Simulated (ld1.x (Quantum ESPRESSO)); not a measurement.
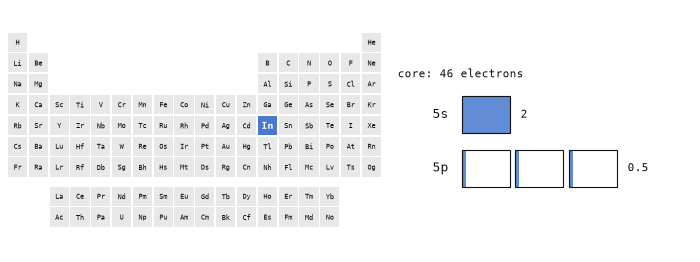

Left, the place of indium in the periodic table; right, the valence shells of the reference configuration: a box for each of the 2l + 1 orbitals, shaded by the share of the shell that is filled, with the electron count at the right. The shells are those of the unaltered input.

# In: pseudopotential generation

Indium (In, Z = 49), core [Kr] 4d10, reference valence 5s2 5p0.5 (an ion of charge +0.5), valence charge 3. (This line and the method describe the unaltered input from which the odd one was made.) Computed at this level: ultrasoft potential, PBE, fully relativistic, made with ld1.x (Quantum ESPRESSO) 7.5.

**Outcome**

```
 quantity                      value
  outcome                  generated
 hardware  1 CPU thread, shared host
wall time                      2.6 s
```

**What is odd here**

The input is odd on purpose: 5s left out of the test configuration. The program ran to the end. The all-electron atom is untouched: its total energy equals that from the unaltered input (−11766.2928 Ry). The pseudo-atom's total energy moves by +3.4 Ry, so the potential, or the configuration in which it is tested, is another one. The pseudo-atom meets the occupied all-electron levels that the test lists within 0.00001 Ry. No test for ghost states or cutoffs was run on this potential, so its soundness isn't shown.

**Input file**
```
 &input
   title='In', zed=49., rel=2, dft='PBE', iswitch=3,
   config='[Kr] 4d10 5s2 5p0.5 5d-2', rel_dist='average',
   nld=5, rlderiv=3.10, eminld=-3.0, emaxld=5.0, deld=0.02
 /
 &inputp
   pseudotype=3, tm=.true., lloc=-1, rcloc=2.45,
   nlcc=.false.,
   file_pseudopw='In.UPF', file_wfcaegen='ae.wfc', file_wfcncgen='nc.wfc', file_beta='beta', file_chi='chi', file_wfcusgen='us.wfc'
 /
6
5S  1  0   2.00   0.00  1.80  2.45  0.0
5S  1  0   0.00   0.80  1.80  2.45  0.0
5P  2  1   0.50   0.00  2.10  2.85  0.0
5P  2  1   0.00   4.50  2.10  2.85  0.0
5D  3  2  -2.00   0.25  1.60  2.05  0.0
5D  3  2  -2.00   0.60  1.60  2.05  0.0
 &test
   configts(1)='5p0.5'
 /
```

Run as:
```bash
ld1.x < In.in > In.out
```

**The program's output**
```
     Program LD1 v.7.5
     --------------------------- All-electron run ----------------------------

     In
     dirac relativistic calculation

     atomic number is 49.00
     dft =PBE   lsd =0 sic =0 latt =0  beta=0.20 tr2=1.0E-14
     Exchange-correlation= PBE
                           (   1   4   3   4   0   0   0)
     mesh =1241 r(mesh) = 100.30140 a.u. xmin = -7.00 dx = 0.01250
     1 Ry =  13.60569312 eV, c = 137.03599908

     n l j   nl                  e(Ry)          e(Ha)          e(eV)
     Spin orbit split results
     1 0 0.5 1S 1( 2.00)     -2038.8737     -1019.4369    -27740.2905
     2 0 0.5 2S 1( 2.00)      -305.4090      -152.7045     -4155.3017
     2 1 0.5 2P 1( 2.00)      -284.8188      -142.4094     -3875.1574
     2 1 1.5 2P 1( 4.00)      -269.3196      -134.6598     -3664.2797
     3 0 0.5 3S 1( 2.00)       -58.1649       -29.0824      -791.3737
     3 1 0.5 3P 1( 2.00)       -49.8578       -24.9289      -678.3504
     3 1 1.5 3P 1( 4.00)       -47.0582       -23.5291      -640.2599
     4 0 0.5 4S 1( 2.00)        -9.0451        -4.5226      -123.0653
     4 1 0.5 4P 1( 2.00)        -6.3334        -3.1667       -86.1698
     4 1 1.5 4P 1( 4.00)        -5.8448        -2.9224       -79.5228
     3 2 1.5 3D 1( 4.00)       -32.3714       -16.1857      -440.4351
     3 2 2.5 3D 1( 6.00)       -31.7978       -15.8989      -432.6316
     4 2 1.5 4D 1( 4.00)        -1.6625        -0.8313       -22.6199
     4 2 2.5 4D 1( 6.00)        -1.5993        -0.7997       -21.7596
     5 0 0.5 5S 1( 2.00)        -0.8372        -0.4186       -11.3904
     5 1 0.5 5P 1( 0.17)        -0.4086        -0.2043        -5.5596
     5 1 1.5 5P 1( 0.33)        -0.3821        -0.1911        -5.1988
     Averaged results
     1 0     1S 1( 2.00)     -2038.8737     -1019.4369    -27740.2905
     2 0     2S 1( 2.00)      -305.4090      -152.7045     -4155.3017
     2 1     2P 1( 6.00)      -274.4860      -137.2430     -3734.5723
     3 0     3S 1( 2.00)       -58.1649       -29.0824      -791.3737
     3 1     3P 1( 6.00)       -47.9914       -23.9957      -652.9568
     4 0     4S 1( 2.00)        -9.0451        -4.5226      -123.0653
     4 1     4P 1( 6.00)        -6.0077        -3.0038       -81.7385
     3 2     3D 1(10.00)       -32.0273       -16.0136      -435.7530
     4 2     4D 1(10.00)        -1.6246        -0.8123       -22.1037
     5 0     5S 1( 2.00)        -0.8372        -0.4186       -11.3904
     5 1     5P 1( 0.50)        -0.3909        -0.1955        -5.3191

     final scf error:  8.5E-15 reached in  31 iterations

     Etot =  -11766.292847 Ry,   -5883.146424 Ha, -160088.569673 eV

     Ekin =   12364.005689 Ry,    6182.002845 Ha,  168220.867182 eV
     Encl =  -28542.038275 Ry,  -14271.019138 Ha, -388334.213881 eV
     Eh   =    4731.427244 Ry,    2365.713622 Ha,   64374.347115 eV
     Exc  =    -319.687505 Ry,    -159.843753 Ha,   -4349.570088 eV

     normalization and overlap integrals

     s(1S/1S) =  1.000000  <r> =   0.0297  <r2> =    0.0012  r(max) =   0.0192
     s(2S/2S) =  1.000000  <r> =   0.1281  <r2> =    0.0194  r(max) =   0.1090
     s(2P/2P) =  1.000000  <r> =   0.1085  <r2> =    0.0145  r(max) =   0.0838
     s(2P/2P) =  1.000000  <r> =   0.1137  <r2> =    0.0158  r(max) =   0.0881
     s(3S/3S) =  1.000000  <r> =   0.3483  <r2> =    0.1389  r(max) =   0.3153
     s(3P/3P) =  1.000000  <r> =   0.3394  <r2> =    0.1339  r(max) =   0.3037
     s(3P/3P) =  1.000000  <r> =   0.3505  <r2> =    0.1426  r(max) =   0.3114
     s(4S/4S) =  1.000000  <r> =   0.8481  <r2> =    0.8147  r(max) =   0.7658
     s(4P/4P) =  1.000000  <r> =   0.9013  <r2> =    0.9298  r(max) =   0.7951
     s(4P/4P) =  1.000000  <r> =   0.9317  <r2> =    0.9938  r(max) =   0.8255
     s(3D/3D) =  1.000000  <r> =   0.3223  <r2> =    0.1235  r(max) =   0.2581
     s(3D/3D) =  1.000000  <r> =   0.3258  <r2> =    0.1261  r(max) =   0.2581
     s(4D/4D) =  1.000000  <r> =   1.1714  <r2> =    1.6475  r(max) =   0.9237
     s(4D/4D) =  1.000000  <r> =   1.1882  <r2> =    1.6967  r(max) =   0.9354
     s(5S/5S) =  1.000000  <r> =   2.5473  <r2> =    7.4179  r(max) =   2.1344
     s(5P/5P) =  1.000000  <r> =   3.3275  <r2> =   12.8864  r(max) =   2.6729
     s(5P/5P) =  1.000000  <r> =   3.4677  <r2> =   13.9865  r(max) =   2.7751

     ------------------------ End of All-electron run ------------------------

     --------------------- Generating US pseudopotential ---------------------

      Generating local potential from pseudized AE potential:
      Matching radius rcloc =   2.4500

      Local pseudo, rcloc= 2.480 Estimated cut-off energy=     3.90 Ry

     Fully relativistic calculation: |psi|^2

     Wfc 5S LC norm =  0.99993898 SC norm =  0.00005967 missing  0.00000135

     Wfc 5P LC norm =  0.99996578 SC norm =  0.00003405 missing  0.00000017

     Wfc 5P LC norm =  0.99996863 SC norm =  0.00002818 missing  0.00000318

      Wfc   5S  rcut= 1.792  Using Troullier-Martins method
      Wfc-us  5S rcutus= 2.480  Estimated cut-off energy=     7.61 Ry

      Wfc   5S  rcut= 1.792  Using Troullier-Martins method
      Wfc-us  5S rcutus= 2.480  Estimated cut-off energy=    11.82 Ry

      Wfc   5P  rcut= 2.082  Using Troullier-Martins method
      Wfc-us  5P rcutus= 2.881  Estimated cut-off energy=     9.14 Ry

      Wfc   5P  rcut= 2.082  Using Troullier-Martins method
      Wfc-us  5P rcutus= 2.881  Estimated cut-off energy=     9.08 Ry

      Wfc   5P  rcut= 2.082  Using Troullier-Martins method
      Wfc-us  5P rcutus= 2.881  Estimated cut-off energy=     9.63 Ry

      Wfc   5P  rcut= 2.082  Using Troullier-Martins method
      Wfc-us  5P rcutus= 2.881  Estimated cut-off energy=     9.31 Ry

      Wfc   5D  rcut= 1.581  Using Troullier-Martins method
      Wfc-us  5D rcutus= 2.030  Estimated cut-off energy=    51.90 Ry

      Wfc   5D  rcut= 1.581  Using Troullier-Martins method
      Wfc-us  5D rcutus= 2.030  Estimated cut-off energy=    51.71 Ry

      Wfc   5D  rcut= 1.581  Using Troullier-Martins method
      Wfc-us  5D rcutus= 2.030  Estimated cut-off energy=    52.44 Ry

      Wfc   5D  rcut= 1.581  Using Troullier-Martins method
      Wfc-us  5D rcutus= 2.030  Estimated cut-off energy=    52.30 Ry

     ------------------- End of pseudopotential generation -------------------

     --------------------------- All-electron run ----------------------------

     In
     dirac relativistic calculation

     atomic number is 49.00
     dft =PBE   lsd =0 sic =0 latt =0  beta=0.20 tr2=1.0E-14
     Exchange-correlation= PBE
                           (   1   4   3   4   0   0   0)
     mesh =1241 r(mesh) = 100.30140 a.u. xmin = -7.00 dx = 0.01250
     1 Ry =  13.60569312 eV, c = 137.03599908

     n l j   nl                  e(Ry)          e(Ha)          e(eV)
     Spin orbit split results
     1 0 0.5 1S 1( 2.00)     -2038.8737     -1019.4369    -27740.2905
     2 0 0.5 2S 1( 2.00)      -305.4090      -152.7045     -4155.3017
     2 1 0.5 2P 1( 2.00)      -284.8188      -142.4094     -3875.1574
     2 1 1.5 2P 1( 4.00)      -269.3196      -134.6598     -3664.2797
     3 0 0.5 3S 1( 2.00)       -58.1649       -29.0824      -791.3737
     3 1 0.5 3P 1( 2.00)       -49.8578       -24.9289      -678.3504
     3 1 1.5 3P 1( 4.00)       -47.0582       -23.5291      -640.2599
     4 0 0.5 4S 1( 2.00)        -9.0451        -4.5226      -123.0653
     4 1 0.5 4P 1( 2.00)        -6.3334        -3.1667       -86.1698
     4 1 1.5 4P 1( 4.00)        -5.8448        -2.9224       -79.5228
     3 2 1.5 3D 1( 4.00)       -32.3714       -16.1857      -440.4351
     3 2 2.5 3D 1( 6.00)       -31.7978       -15.8989      -432.6316
     4 2 1.5 4D 1( 4.00)        -1.6625        -0.8313       -22.6199
     4 2 2.5 4D 1( 6.00)        -1.5993        -0.7997       -21.7596
     5 0 0.5 5S 1( 2.00)        -0.8372        -0.4186       -11.3904
     5 1 0.5 5P 1( 0.17)        -0.4086        -0.2043        -5.5596
     5 1 1.5 5P 1( 0.33)        -0.3821        -0.1911        -5.1988
     Averaged results
     1 0     1S 1( 2.00)     -2038.8737     -1019.4369    -27740.2905
     2 0     2S 1( 2.00)      -305.4090      -152.7045     -4155.3017
     2 1     2P 1( 6.00)      -274.4860      -137.2430     -3734.5723
     3 0     3S 1( 2.00)       -58.1649       -29.0824      -791.3737
     3 1     3P 1( 6.00)       -47.9914       -23.9957      -652.9568
     4 0     4S 1( 2.00)        -9.0451        -4.5226      -123.0653
     4 1     4P 1( 6.00)        -6.0077        -3.0038       -81.7385
     3 2     3D 1(10.00)       -32.0273       -16.0136      -435.7530
     4 2     4D 1(10.00)        -1.6246        -0.8123       -22.1037
     5 0     5S 1( 2.00)        -0.8372        -0.4186       -11.3904
     5 1     5P 1( 0.50)        -0.3909        -0.1955        -5.3191

     final scf error:  8.5E-15 reached in  31 iterations

     Etot =  -11766.292847 Ry,   -5883.146424 Ha, -160088.569673 eV

     Ekin =   12364.005689 Ry,    6182.002845 Ha,  168220.867182 eV
     Encl =  -28542.038275 Ry,  -14271.019138 Ha, -388334.213881 eV
     Eh   =    4731.427244 Ry,    2365.713622 Ha,   64374.347115 eV
     Exc  =    -319.687505 Ry,    -159.843753 Ha,   -4349.570088 eV

     normalization and overlap integrals

     s(1S/1S) =  1.000000  <r> =   0.0297  <r2> =    0.0012  r(max) =   0.0192
     s(2S/2S) =  1.000000  <r> =   0.1281  <r2> =    0.0194  r(max) =   0.1090
     s(2P/2P) =  1.000000  <r> =   0.1085  <r2> =    0.0145  r(max) =   0.0838
     s(2P/2P) =  1.000000  <r> =   0.1137  <r2> =    0.0158  r(max) =   0.0881
     s(3S/3S) =  1.000000  <r> =   0.3483  <r2> =    0.1389  r(max) =   0.3153
     s(3P/3P) =  1.000000  <r> =   0.3394  <r2> =    0.1339  r(max) =   0.3037
     s(3P/3P) =  1.000000  <r> =   0.3505  <r2> =    0.1426  r(max) =   0.3114
     s(4S/4S) =  1.000000  <r> =   0.8481  <r2> =    0.8147  r(max) =   0.7658
     s(4P/4P) =  1.000000  <r> =   0.9013  <r2> =    0.9298  r(max) =   0.7951
     s(4P/4P) =  1.000000  <r> =   0.9317  <r2> =    0.9938  r(max) =   0.8255
     s(3D/3D) =  1.000000  <r> =   0.3223  <r2> =    0.1235  r(max) =   0.2581
     s(3D/3D) =  1.000000  <r> =   0.3258  <r2> =    0.1261  r(max) =   0.2581
     s(4D/4D) =  1.000000  <r> =   1.1714  <r2> =    1.6475  r(max) =   0.9237
     s(4D/4D) =  1.000000  <r> =   1.1882  <r2> =    1.6967  r(max) =   0.9354
     s(5S/5S) =  1.000000  <r> =   2.5473  <r2> =    7.4179  r(max) =   2.1344
     s(5P/5P) =  1.000000  <r> =   3.3275  <r2> =   12.8864  r(max) =   2.6729
     s(5P/5P) =  1.000000  <r> =   3.4677  <r2> =   13.9865  r(max) =   2.7751

     ------------------------ End of All-electron run ------------------------

     Computing logarithmic derivative in   3.08623
     Computing logarithmic derivative in   3.08623
     Computing the partial wave expansion
     R is outside the sphere for l=    0 j= 0.50
     R is outside the sphere for l=    0 j= 0.50
     R is outside the sphere for l=    1 j= 0.50
     R is outside the sphere for l=    1 j= 0.50
     R is outside the sphere for l=    1 j= 1.50
     R is outside the sphere for l=    1 j= 1.50
     R is outside the sphere for l=    2 j= 1.50
     R is outside the sphere for l=    2 j= 1.50
     R is outside the sphere for l=    2 j= 2.50
     R is outside the sphere for l=    2 j= 2.50

     ---------------------- Testing the pseudopotential ----------------------

     In
     dirac relativistic calculation

     atomic number is 49.00   valence charge is  1.00
     dft =PBE   lsd =0 sic =0 latt =0  beta=0.20 tr2=1.0E-14
     mesh =1241 r(mesh) = 100.30140 xmin = -7.00 dx = 0.01250

     n l  j  nl             e AE (Ry)       e PS (Ry)    De AE-PS (Ry)
     2 1 0.5 5P   1( 0.17)       -0.40862       -0.40862       -0.00000
     2 1 1.5 5P   1( 0.33)       -0.38210       -0.38210        0.00000

     eps = 9.1E-15  iter =  2

     Etot =  -11766.292847 Ry,   -5883.146424 Ha, -160088.569673 eV
     Etotps =    -0.232964 Ry,      -0.116482 Ha,      -3.169633 eV

     Ekin =       0.290235 Ry,       0.145118 Ha,       3.948855 eV
     Encl =      -0.531924 Ry,      -0.265962 Ha,      -7.237190 eV
     Ehrt =       0.066112 Ry,       0.033056 Ha,       0.899500 eV
     Ecxc =      -0.101140 Ry,      -0.050570 Ha,      -1.376078 eV
     Epseu=       0.043752 Ry,       0.021876 Ha,       0.595281 eV

     ---------------------- End of pseudopotential test ----------------------
```
